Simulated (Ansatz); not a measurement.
## Quasiparticle gap of Al2O3 (Corundum)

Wanted: the gap of Al2O3 (Corundum) with a many-body correction, and the time that it takes.

Calculated with Ansatz 0.2.0; PBE, then G0W0 on it, plane waves, PAW.

**What was measured.**

- Gap 8.7 eV: optical band gap of host from absorption; optical absorption, quoted from earlier work; bulk crystal (high-purity reference sample) (quoted in “Multi-petahertz electron interference in Cr:Al2O3 solid-state material”, 2018, pmc:5906618).

## Step 1: The structure

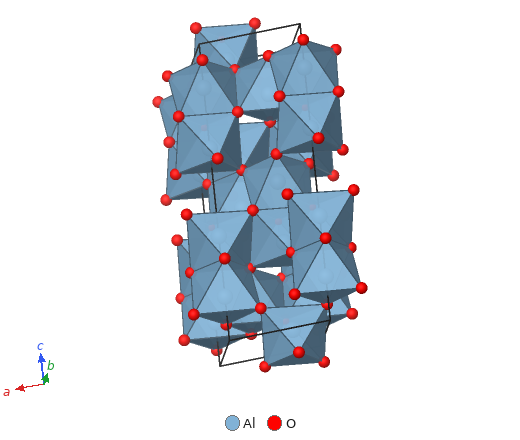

Start, viewed from a free direction; aluminium light blue, oxygen red. This picture shows the conventional cell, with its axes. Some periodic images of atoms are drawn too.

The cell and positions come from the Crystallography Open Database and are kept as given unless a step says otherwise.

## Step 2: Bands along the symmetry lines

Levels along a band path and on the mesh show where this functional puts the band edges.

This step: DFT, PBE, plane waves, PAW; PAW set soft_1.

The input, input.yaml:

```yaml
crystal:
  lattice:
    - [2.38025, 1.3742379782, 4.3318666667]
    - [-2.38025, 1.3742379782, 4.3318666667]
    - [0.0, -2.7484759565, 4.3318666667]
  atoms:
    - { symbol: Al, position: [0.35216, 0.35216, 0.35216] }
    - { symbol: Al, position: [0.14784, 0.14784, 0.14784] }
    - { symbol: Al, position: [0.64784, 0.64784, 0.64784] }
    - { symbol: Al, position: [0.85216, 0.85216, 0.85216] }
    - { symbol: O, position: [0.55668, 0.94332, 0.25] }
    - { symbol: O, position: [0.25, 0.55668, 0.94332] }
    - { symbol: O, position: [0.94332, 0.25, 0.55668] }
    - { symbol: O, position: [0.44332, 0.05668, 0.75] }
    - { symbol: O, position: [0.75, 0.44332, 0.05668] }
    - { symbol: O, position: [0.05668, 0.75, 0.44332] }
kpoints:
  mp_grid: { grid: [6, 6, 6] }
  band_path:
    path:
      - [[0.0, 0.0, 0.0], [0.5, 0.5, 0.5], [0.76623952, 0.23376048, 0.5]]
      - [[0.5, -0.23376048, 0.23376048], [0.5, 0.0, 0.0], [0.0, 0.0, 0.0], [0.36688024, -0.36688024, 0.0]]
      - [[0.63311976, 0.0, 0.36688024], [0.5, 0.0, 0.5], [0.0, 0.0, 0.0]]
    npoints: 10
hamiltonian:
  xc: pbe
  pseudopotentials: { kind: paw, azcp: { folder: soft_1 } }
scf:
  occupations: { method: fermi_dirac, width: 0.02 }
  n_extra_bands: 7
output:
  eigenvalues: true
  write_density: true
  write_potential: true
  elf: true
  volumetric_format: npy
```

Run with:

```sh
> ansatz run input.yaml --threads 4 --pin off --max-ram 138240MiB --backend cuda --events-out ev --progress --plain --runs-dir out --devices 1 --max-vram 26GiB
```

Numbers of over 12 decimals in the logs are rounded to 6 here.

Log:

```text
scf.n_extra_bands = 7 over 24 filled bands (N_el = 48.0): the run solves 31 bands
GPUs: using 1 of 1 available (devices: 1).
Engine: ansatz 0.2.0, x86_64-unknown-linux-gnu
Pseudopotentials: kind: paw
Pseudopotential: Al, paw, valence charge 3, recommended cutoff 420 eV (normal), soft_1/Al.paw.azcp
Pseudopotential: O, paw, valence charge 6, recommended cutoff 420 eV (normal), soft_1/O.paw.azcp
Functional definition: PBE
  parameter kappa = 0.804
  parameter beta = 0.066725
  exchange = pbe_x(kappa = kappa, mu = beta*pi^2/3)
  correlation = pbe_c(beta = beta)
device memory: the entry about to start is reckoned to put 1.6 GiB on a device that reports 51.9 GiB free (of which the cap on the GPU budget leaves the run 26.0 GiB)
GPU FFT provider: cuFFT
GPU libraries: cuBLAS 13.8.2, cuFFT 12.4.0, cuSOLVER 12.3.4
Crystal: 10 atoms, lattice volume = 85.018 Å³
Basis set: ecut = 420 eV, 1653 PW (Γ)
Bands: 31, of which v1, the nominal top of the filled ones, is band 24 counted from 1 (23 counted from 0)
Symmetry: 12 space group operations
Space group: R-3c (ITA 167), of the structure as read, at distance tolerance 4.4e-5 Å
k-points: 32 of 216
Non-local potential: Al, projectors of the file, l = 0: 2, l = 1: 2, l = 2: 1
Non-local potential: O, projectors of the file, l = 0: 2, l = 1: 2, l = 2: 1
PAW form: soft (Blöchl's): semilocal exchange-correlation on the pseudo side does not see the compensation charge
PAW one-centre angular grid: Al, 110 points (default); XC on 64 Gauss nodes
PAW one-centre angular grid: O, 110 points (default); XC on 64 Gauss nodes
Initial density: superposition of atomic densities (chi_scale 0.1, normalization cell, long waves kept (reshape's long-wave potential 0.00 eV rms))
Initial wavefunctions: pseudopotential atomic-orbital guess
GPU buffer pool allocated for 46656 grid points (all kernels)
GPU transforms: local potential and band sums: pruned to the plane-wave sphere, on 36×36×36
Functional: x = pbe(κ = 0.804, μ = 0.219515), c = pbe(β = 0.066725)
SCF iter   1: F=—  HF=-5573.283582 eV  |F-HF|=—  |Δ(HF+E_count)|=         —  Δρ=1.32e-1  dr2=1.37e1  ethr=3.10e-3  ⟨swp⟩=9.3  Hψ=5292  notcnv=0
preconditioner: auto → Resta (q_TF=auto, 2.480 Å⁻¹)  ε∞=3.5  [insulator: Δε(μ)=7.217 eV  Ē_g=17.770 eV  σ=0.020 eV  W_gap=1.00  n_scr=20 (ndim 8)  ℏωp=27.9 eV  f_vac=0.000  D(μ)=0.00/eV (n_scr^D=0)  ε∞_Penn≈3.5]
SCF iter   2: F=—  HF=-5569.697944 eV  |F-HF|=—  |Δ(HF+E_count)|=    3.59e0  Δρ=4.27e-2  dr2=8.05e-1  ethr=3.10e-3  ⟨swp⟩=3.6  Hψ=2407  notcnv=0  defer=32
SCF iter   3: F=—  HF=-5569.599636 eV  |F-HF|=—  |Δ(HF+E_count)|=   9.83e-2  Δρ=2.22e-2  dr2=2.25e-1  ethr=1.68e-3  ⟨swp⟩=2.0  Hψ=1040  notcnv=0  defer=32
SCF iter   4: F=—  HF=-5569.599440 eV  |F-HF|=—  |Δ(HF+E_count)|=   1.96e-4  Δρ=1.56e-3  dr2=1.41e-3  ethr=4.69e-4  ⟨swp⟩=3.2  Hψ=1843  notcnv=0  defer=32
SCF iter   5: F=—  HF=-5569.600803 eV  |F-HF|=—  |Δ(HF+E_count)|=   1.36e-3  Δρ=4.24e-4  dr2=1.38e-4  ethr=2.95e-6  ⟨swp⟩=2.2  Hψ=1876  notcnv=0  defer=32
SCF iter   6: F=—  HF=-5569.600863 eV  |F-HF|=—  |Δ(HF+E_count)|=   5.92e-5  Δρ=6.99e-5  dr2=5.52e-6  ethr=2.88e-7  ⟨swp⟩=2.0  Hψ=1553  notcnv=0  defer=32
SCF iter   7: F=—  HF=-5569.601025 eV  |F-HF|=—  |Δ(HF+E_count)|=   1.63e-4  Δρ=1.50e-5  dr2=1.92e-7  ethr=1.15e-8  ⟨swp⟩=2.7  Hψ=2881  notcnv=0  defer=33
SCF iter   8: F=-5569.601025 eV  HF=-5569.601025 eV  |F-HF|=1.52e-10  |Δ(HF+E_count)|=   6.74e-8  Δρ=1.72e-6  dr2=2.18e-9  ethr=2.08e-10  ⟨swp⟩=11.1  Hψ=3573  notcnv=0
SCF 1 converged in 8 iterations: F = -5569.601025 eV  dr2 = 2.18e-9
  greatest PAW one-centre occupation: 0.858 electrons in one spin orbital (limit 2), on the O atom at site 8 (counted from 0), in its partial waves of l = 0
device memory: the entry about to start is reckoned to put 3.1 GiB on a device that reports 52.4 GiB free (of which the cap on the GPU budget leaves the run 26.0 GiB)
NSCF: frozen V_eff on 73 k-points, pencils in batches of 32, up to order 140
SCF converged after 8 iterations
Free energy (F): -5569.601025 eV
Harris-Foulkes:  -5569.601025 eV  (|F-HF|=1.52e-10)
Internal energy: -5569.601025 eV  (E = F + TS)
E sigma→0 (E₀):  -5569.601025 eV
Fermi energy:    10.829653 eV
--- Per-component energies (eV) ---
  E_band       = 65.101951
  E_kinetic    = 1142.610809
  E_local      = -1962.104153  (includes V_loc(G=0)·N_el)
  E_nonlocal   = 351.501585
  E_hartree    = 747.025585
  E_xc         = -592.509821
  E_vxc        = -681.454398  (∫ρ·V_xc dr)
  E_paw        = -2858.399211  (= ΣΔE_a)
  E_vpaw       = -279.506210  (= ΣTr[D̂ρ^β])
  E_aug_tail   = 0.004748  (compensation charges beyond the density's cutoff)
  E_ewald      = -2397.730569
  E_smearing   = -0.000000  (= −TS)
  E_closure    = -0.000000  (closes the sum)
  Σ components = -5569.601025   (vs F -5569.601025, Δ=0.00e0)
--- Band table (eV; the first three rows and the last of 32) ---
  k-point 0: bands = [... 20 lower, 7.2136, 7.6662, 7.6662, 7.7107, 13.9300, 16.8793, 18.4754, 19.2576, ... 3 higher]
  k-point 1: bands = [... 20 lower, 7.0261, 7.3633, 7.6264, 7.6598, 14.5597, 17.3856, 18.0423, 18.9406, ... 3 higher]
  k-point 2: bands = [... 20 lower, 6.8675, 7.1598, 7.4792, 7.5245, 15.8736, 17.5343, 17.8870, 18.2452, ... 3 higher]
  k-point 31: bands = [... 20 lower, 7.3281, 7.3281, 7.3281, 7.3281, 16.3931, 16.3931, 18.8232, 18.8232, ... 3 higher]
```

Elapsed: 5 s, on 1 × NVIDIA H100 80GB HBM3 (shared by 3 runs) with 4 threads of AMD EPYC 7R13 (Zen 3), shared host; peak memory 0.91 GiB; 3.3 s of CPU time.

The column dr2 measures how far the density is from self-consistency, as an energy; F and HF (Harris–Foulkes) agree once it is small.

Numbers from this step:

| Quantity | Value |
| --- | --- |
| filled bands | 24 |
| gap | 6.219 eV |
| valence top at | Γ |
| conduction bottom at | Γ |
| least direct gap | 6.219 eV |

Over mesh and path the gap is 6.219 eV, direct, at k = Γ.

Electronic bands along the path, in eV, zero at the top of the highest nominally filled band:

```
     point  band 21  band 22  band 23  band 24  band 25  band 26  band 27  band 28
         Γ    -0.50    -0.04    -0.04     0.00     6.22     9.17    10.76    11.55
         T    -0.38    -0.38    -0.38    -0.38     8.68     8.68    11.11    11.11
        H2    -0.85    -0.85    -0.51    -0.51     9.72     9.72    10.14    10.14
jump to H0    -0.85    -0.85    -0.51    -0.51     9.72     9.72    10.14    10.14
         L    -0.91    -0.91    -0.27    -0.27     9.47     9.47     9.66     9.66
         Γ    -0.50    -0.04    -0.04     0.00     6.22     9.17    10.76    11.55
        S0    -0.89    -0.84    -0.56    -0.29     9.52     9.55     9.76    10.23
jump to S2    -0.89    -0.84    -0.56    -0.29     9.52     9.55     9.76    10.23
         F    -1.03    -0.92    -0.74    -0.26     9.65     9.74     9.94    10.42
         Γ    -0.50    -0.04    -0.04     0.00     6.22     9.17    10.76    11.55
```

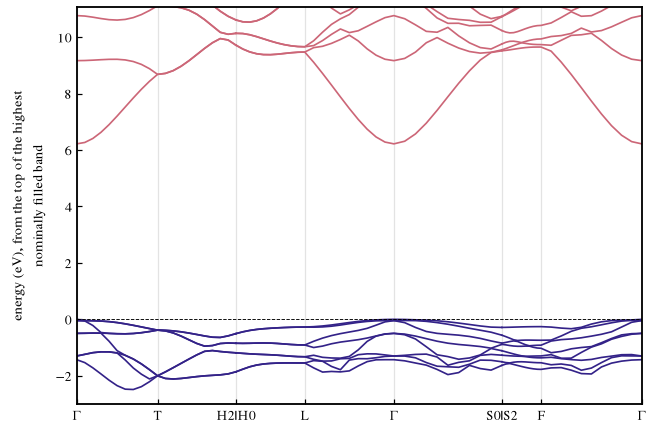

Electronic bands along the path; lines of filled and empty bands in two colours.

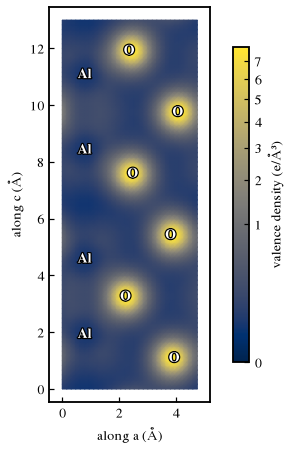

Valence density in the ac plane of the conventional cell at fractional y = 0.000, with atoms of Al and O within 0.2 Å of it. It is the smooth field of the valence electrons, not physical close to the nuclei. The map starts off the cell's origin, so that atoms lie inside it. The colour scale is stretched toward low values.

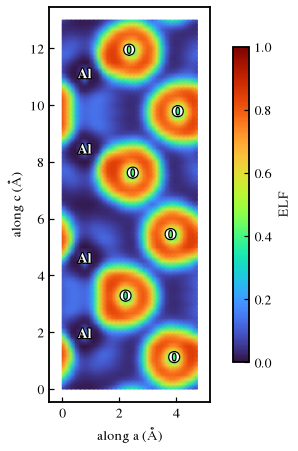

ELF in the ac plane of the conventional cell at fractional y = 0.000, with atoms of Al and O within 0.2 Å of it. It is the smooth field of the valence electrons, not physical close to the nuclei. The map starts off the cell's origin, so that atoms lie inside it.

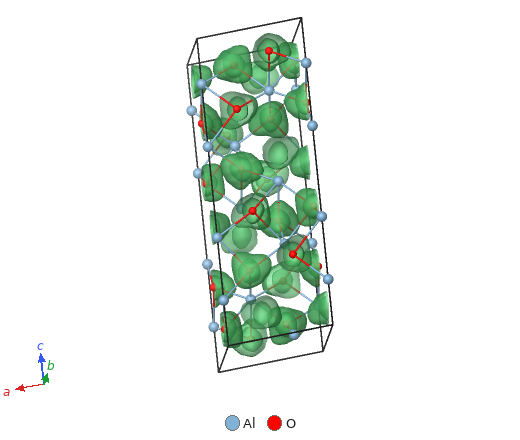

Surface of ELF = 0.77.

(Part 1 of 2 ends here.)

[Paths, hosts, dates, memory and timing lines, banners, echoed tables and standing remarks are left out of the program output.]

[Logs are printed without paths, hosts, clocks, repeated set-up lines and the standing remarks that a program may print on its own settings, such as how far it seeks lower states.]

[Runs of the session that timed out or met a known fault of the program may be left out.]

[Cells called generated may have been cut or substituted from an entry of the Crystallography Open Database or the Materials Project.]

[Hosts, paths, dates, database ids (printed as entryN), source tags and the programs' standing remarks are cut or masked in the printed files.]

[Where an RPA ε∞ is given, it is that of the G0W0 mesh and is not shown converged in it. Names of k-points follow the symmetry that the program found, which can be lower than the space group named. Band edges on a path are those of the sampled points; other points can move an edge, and change direct to indirect where valleys lie close.]

[Hybrid gaps are those of their k-mesh and are not shown converged in it.]
